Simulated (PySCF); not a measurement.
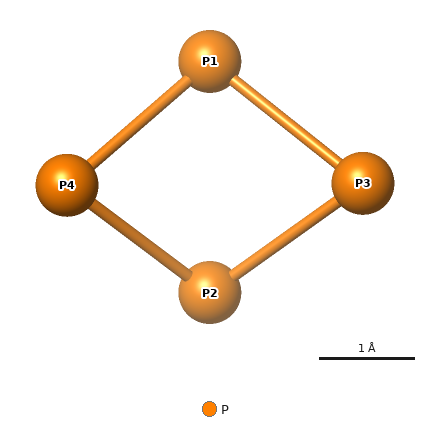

*The structure (ball-and-stick view, seen on its broad side; atoms are numbered from 1 in the order of the input).*

Bond lengths as drawn: P–P 2.14 Å.

**P4 (charge +1): frequency calculation**

P4, charge +1, multiplicity 2, computed with UKS-based PBE0, P def2-TZVP; non-relativistic Hamiltonian; density fitting (PySCF 2.14.0).

Output:
```
init E= -1364.64297680113
  alpha nocc = 30  HOMO = -0.444944678757972  LUMO = -0.318164716075118
  beta  nocc = 29  HOMO = -0.474573643341449  LUMO = -0.331566754343925
  HOMO = -0.444944678758  LUMO = -0.331566754344  gap/eV = 3.08517
cycle= 1 E= -1364.64297680111  delta_E= 2.14e-11  |g|= 6.92e-06  |ddm|= 9.63e-06
  alpha nocc = 30  HOMO = -0.444944697555917  LUMO = -0.318164822749546
  beta  nocc = 29  HOMO = -0.474573835289075  LUMO = -0.33156676240512
  HOMO = -0.444944697556  LUMO = -0.331566762405  gap/eV = 3.08517
Extra cycle  E= -1364.64297680095  delta_E= 1.53e-10  |g|= 1.62e-05  |ddm|= 2.1e-05
converged SCF energy = -1364.64297680095  <S^2> = 0.80012823  2S+1 = 2.0495153
```

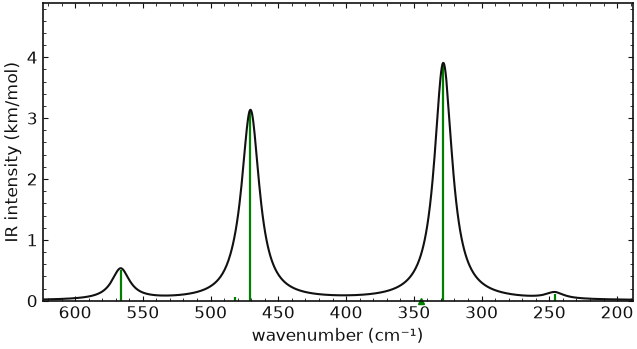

*Harmonic infrared spectrum, unscaled: sticks (degenerate modes added up, dark ones marked on the axis) with a Lorentzian envelope of 16 cm⁻¹ full width, scaled to the tallest stick.*

6 modes from 246 to 566 cm⁻¹, none imaginary. The strongest line is at 328 cm⁻¹ (3.9 km/mol). All modes, in cm⁻¹ (km/mol): 246 (0.1), 328 (3.9), 345 (0.0), 471 (3.1), 482 (0.1), 566 (0.5).

The run was set up as follows.

Input:
```python
from pyscf import gto, scf, dft
mol = gto.M(atom='''
P      0.007773     1.221884    -0.398538
P     -0.007773    -1.221884    -0.398538
P      1.561160    -0.009931     0.398538
P     -1.561160     0.009931     0.398538''',
    basis={'P': 'def2-TZVP'},
    charge=1, spin=1)
mf = dft.UKS(mol, xc='PBE0')
mf.grids.atom_grid = (75, 302)
aux = {'P': 'def2-universal-JKFIT'}
mf = mf.density_fit(auxbasis=aux)
mf.conv_tol = 1e-09
mf.diis_space = 10
mf.max_cycle = 60
mf.verbose = 4
mf.kernel()
```

The script is an equivalent of the set-up of the self-consistent field. The run itself was carried out by a driver, which started from the orbitals of the step before it where there was one and computed the further properties.

Run as:
```bash
OMP_NUM_THREADS=4 python axn.py task.json out
```

Summary:

```json
{"quantity": "outcome", "value": "converged"}
{"quantity": "total energy", "value": "−1364.642977 hartree"}
{"quantity": "⟨S²⟩", "value": "0.800"}
{"quantity": "zero-point energy", "value": "0.005554 hartree"}
{"quantity": "wavenumbers, lowest and highest", "value": "246 and 566 cm⁻¹"}
{"quantity": "hardware", "value": "4 threads of AMD EPYC (Zen 5), 16 GiB of memory available, shared host"}
{"quantity": "wall time", "value": "28 s (CPU time 1.7 min)"}
{"quantity": "peak memory", "value": "1.7 GiB"}
```
